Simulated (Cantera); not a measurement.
A closed system holds: 1 mol Si, 5 mol HCl, equilibrated at 1.00 bar.

Equilibrium computed with Cantera from the NASA thermochemical tables; the gas is ideal and each condensed phase is pure. Candidate condensed phases: Si; 19 gas species. The tables' values for SiCl3 are old estimates; treat these amounts as uncertain. Equilibrium is a limit: real reactors are often held back by kinetics, nucleation or transport.

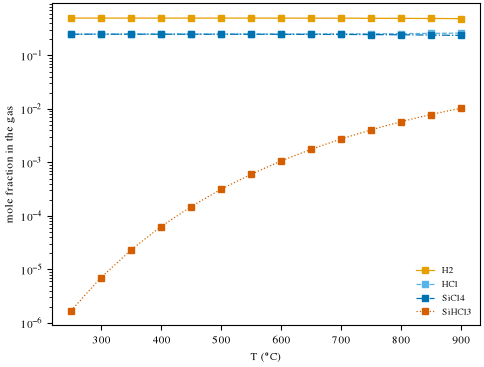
Figure. Equilibrium gas composition (values under 1e-9 drawn at 1e-9)

From 250 °C to 900 °C nothing is condensed. The main Si-bearing gas is SiCl4 throughout.
